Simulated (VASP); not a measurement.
Band structure of MgO (rock salt). Computed with PBE0 hybrid, VASP's PBE PAW potentials (set 64) (plane waves; VASP).

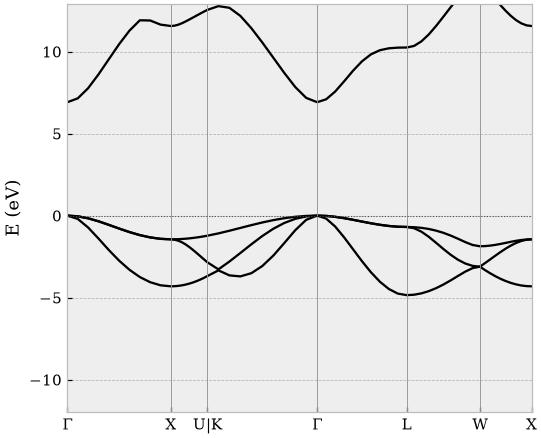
Figure. Bands along high-symmetry lines, zero at the valence-band maximum or, without a gap, the Fermi level

Problem. Read the plot: is there a gap, and where are the band edges?

Solution. The gap is direct, 6.92 eV, from the valence maximum at Γ to the conduction minimum at Γ.

Measured: gap 8.36 eV (computed value off by -1.44 eV), as given by Wei Chen et al., Physical Review Materials (2018), doi:10.1103/physrevmaterials.2.073803 [zero-point renormalisation of 0.53 eV added back (the table's ZPR column)].

The compound is MgO in the rock salt structure. It was relaxed first. The cell's shape comes from a PBE relaxation.
